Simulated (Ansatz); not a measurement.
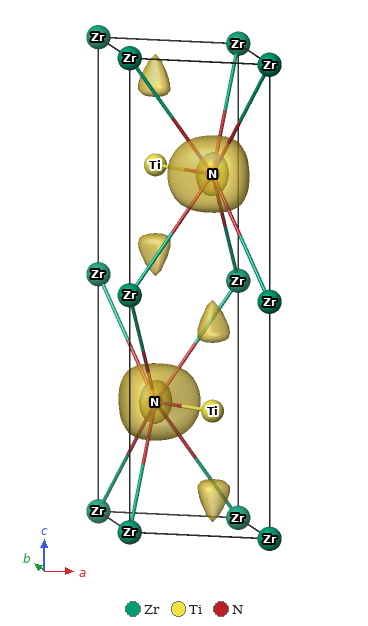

*ZrTiN. Isosurface of the electron localisation function at 0.65 (yellow), seen slightly off an axis. Only the valence region is drawn (cores and ρ < 0.01 e/Å³ removed). Sticks mark near contacts.*

Space group P6₃/mmc; a structure generated by program, which may or may not match a known phase; computed without spin polarisation.

All numbers below come from DFT PBE, scalar-relativistic, plane waves, PAW in Ansatz.

> Identify the bonds, lone pairs and shells in this picture.

The ELF exceeds this value in two regions wrapped around N (the valence shell of each) and four pockets between the atoms, centred on no nucleus (multi-centre or interstitial), counted in one cell of 6 atoms. Any copies at cell faces, edges or corners count once.

Values along the shortest contacts:
Ti–N (1.90 Å): the ELF peaks at about 0.85 in the valence shell of N, 0.6 Å from its nucleus, and is about 0.30 at the midpoint; no shared electron pair shows on this line. Zr–N (3.30 Å): the ELF is about 0.15 at the midpoint: no shared electron pair shows on this line.

> How much charge does the calculation move between the atoms?

Electrons move from Ti towards N. Bader charges: Zr +0.38, Ti +1.28 and N −1.66 e.
